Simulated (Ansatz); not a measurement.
Electronic density of states of amorphous Ti$_{20}$O$_{41}$Ca, density 3.59 g/cm³, on a 2×2×2 Γ-centred mesh with a Gaussian width of 0.1 eV; energies count from the Fermi level, whose place inside the gap is arbitrary. Cell and mesh are small, so fine structure isn't converged. Computed with PBE, scalar-relativistic without spin-orbit coupling (plane waves to 420 eV, PAW; Ansatz, an electronic-structure program). Sampling: a 2×2×2 Γ-centred mesh; Fermi-Dirac width 0.02 eV; no spin polarisation.

It comes from a melt-quench run on a machine-learned potential (CHGNet), relaxed afterwards by DFT. O atoms were pushed apart under 1.9 Å during the dynamics, to hinder bonds among them. The hot cell started wider than the set density and was brought back towards it in steps. It is the lowest in DFT energy of 2 quenches. It is a model cell: composition and starting density were chosen by hand, and all elements were melted together. No dispersion term was used. Its density started from a set value of 3.59 and ended at 3.59 g/cm³. The simulated quench (nominally 360 K/ps over its main leg) is rapid and tends to freeze in more defects than a deposited or slowly cooled glass has. A cell of this size samples the disorder only roughly. The volume was held where the preparation left it and the shape relaxed, at a PBE pressure of 1.8 GPa. Stress components on the final sampling reach 1.9 GPa. On a 2×2×2 Γ-centred mesh force components of up to 0.23 eV/Å stay, since the relaxation ran on the zone centre alone.

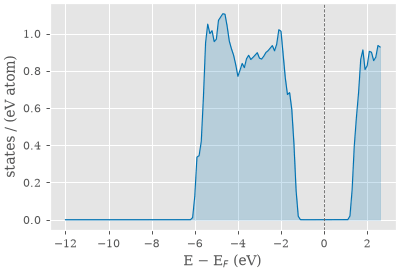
Fig. 1. Density of states per atom

The gap on this mesh is 2.69 eV; the broadening fills part of it in the curve.
